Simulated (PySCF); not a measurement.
# C2H10AlBO: the cost of one run

The runs use PySCF 2.14.0, with density-fitted response routines of our own; the level of theory stands in each step. All values are computed, except where a source is named. Atoms count from 0, in the outputs and in this text.

## 1. The starting structure

15 atoms, charge 0, multiplicity 1; geometry from: GFN2-xTB.

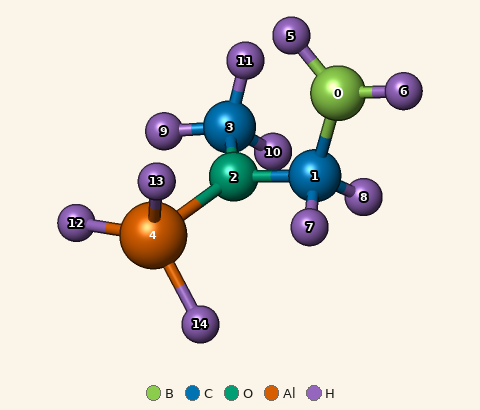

As it starts; boron green, carbon blue, oxygen teal, aluminium orange, hydrogen purple, atoms numbered.

## 2. Ultraviolet spectrum: CAM-B3LYP/def2-SVPD

Job settings and geometry (Å):

```
{"job": {"kind": "uv", "xc": "CAM-B3LYP", "basis": "def2-SVPD", "nstates": 8, "ntriplets": 3}, "charge": 0, "multiplicity": 1}
B     -1.789840    -0.415902    -0.911517
C     -0.435870    -0.924804    -0.315200
O      0.377711     0.046038     0.350136
C     -0.083692     0.420835     1.624497
Al     1.732670     0.667006    -0.766971
H     -2.111809     0.698901    -0.800372
H     -2.466205    -1.188059    -1.464671
H      0.183088    -1.237269    -1.171875
H     -0.518788    -1.814278     0.323868
H      0.598623     1.188738     1.986462
H     -0.069661    -0.436437     2.305665
H     -1.098873     0.822576     1.569669
H      2.377718     1.668302     0.262977
H      0.860165     1.233405    -1.959196
H      2.440349    -0.721061    -1.055384
```

Level: TDDFT CAM-B3LYP/def2-SVPD, vertical, gas phase, core orbitals frozen in the response.

Started as:

```bash
$ OMP_NUM_THREADS=1 python probes_run.py task.json out
```

This one command runs all jobs of the session in turn.

Q: Estimate the wall time and peak memory of this first job on 1 thread of Arm Neoverse N1, shared host.

About 55 s, with a peak of 0.83 GiB.
